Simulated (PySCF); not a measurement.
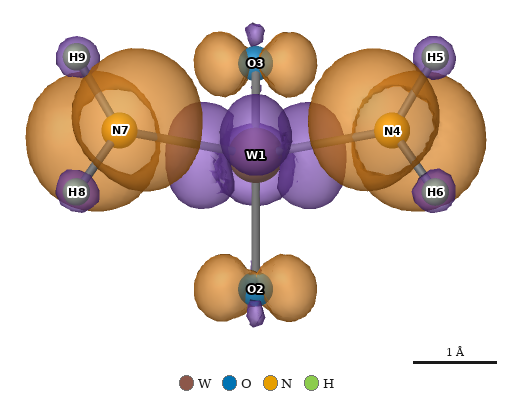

Figure 1: H4N2O2W (charge +1, doublet). Isosurfaces of the spin density (α minus β) at +0.02 (orange) and −0.02 e/Å³ (purple), seen from one side.

Geometry: BP86-D3(BJ)/def2-SVP; core potentials replace the inner electrons of W.

These are results of PySCF 2.14.0, density-fitted response routines, DFT single point, gas phase, functional B3LYP, not measurements.

```xyz
9

W     0.5382   -0.1981    0.3622
O     0.4617   -0.4777    2.0551
O     2.1153   -0.4872   -0.2542
N     0.0415    1.7207    0.0012
H     0.4409    2.3000   -0.7605
H    -0.5459    2.3063    0.6233
N    -0.7527   -1.4434   -0.5540
H    -1.5912   -1.8585   -0.1075
H    -0.6040   -1.8622   -1.4909
```

Q: Which atoms carry the spin?

A: The unpaired spin (1 electron) lies mostly on N4 (about 0.5) and N7 (about 0.5), in electrons by Hirshfeld's partition, with opposite, polarisation-induced spin on W1.
